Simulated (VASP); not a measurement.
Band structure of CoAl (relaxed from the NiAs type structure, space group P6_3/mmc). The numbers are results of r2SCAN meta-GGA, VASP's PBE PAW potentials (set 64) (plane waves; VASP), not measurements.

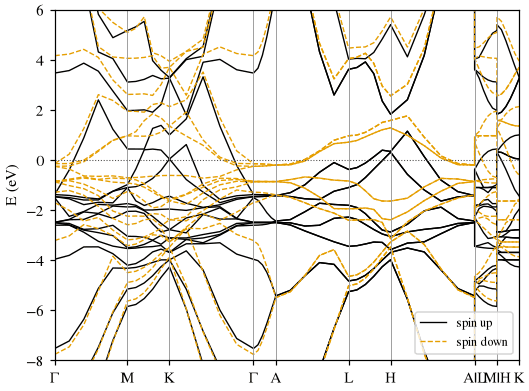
*Bands along high-symmetry lines, zero at the valence-band maximum or, without a gap, the Fermi level*

Problem. Read the plot: is there a gap, and where are the band edges?

Solution. It has no gap at this level: it comes out as a metal or semimetal.

The structure was generated: CoAl was put into the NiAs type type (P6_3/mmc), which need not be its known phase. It was relaxed first, which changed the volume by -34 %.
